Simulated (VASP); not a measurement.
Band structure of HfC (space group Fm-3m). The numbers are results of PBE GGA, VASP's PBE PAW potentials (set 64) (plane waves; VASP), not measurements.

Unless said otherwise, spin-orbit coupling is left out, though it shifts the bands of the heavy elements here.

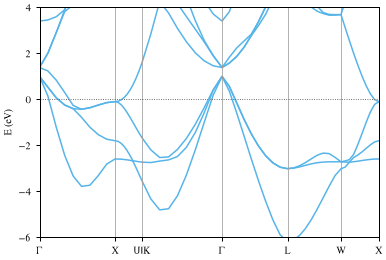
Bands along high-symmetry lines, zero at the valence-band maximum or, without a gap, the Fermi level

### Question
Read the plot: is there a gap, and where are the band edges?

### Answer
It has no gap at this level: it comes out as a metal or semimetal.

The structure is a typed HfC crystal. The cell was not relaxed at this level.
